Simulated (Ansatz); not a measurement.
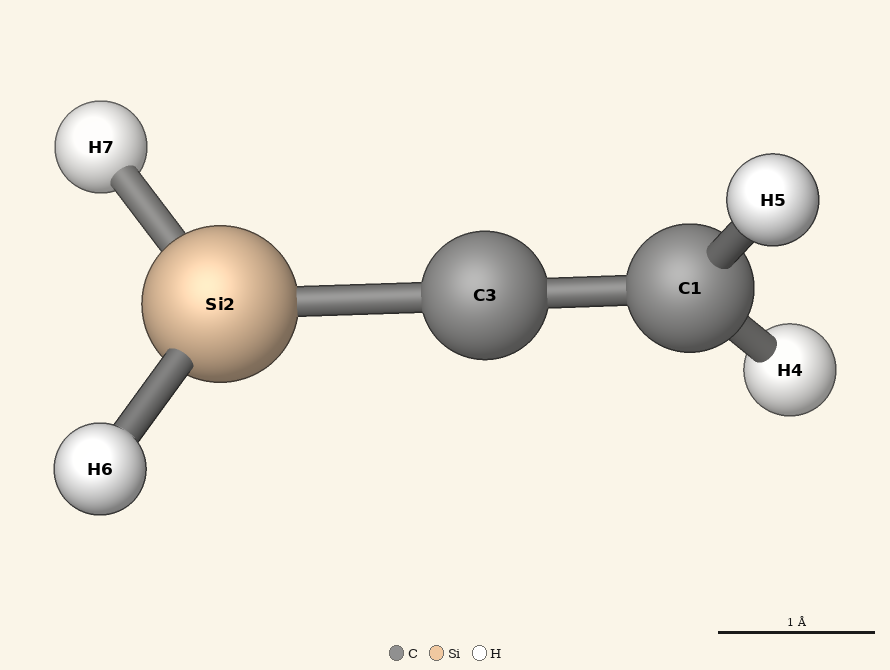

Atoms carry their numbers in the input. Computed geometry: PBE-D4/def2-SVP optimisation. No frequency run is at hand to confirm it as a minimum.

List the bonds and their lengths.

```csv
bond,length (Å)
C1–C3,1.321
C1–H4,1.108
C1–H5,1.108
Si2–C3,1.706
Si2–H6,1.492
Si2–H7,1.492
```
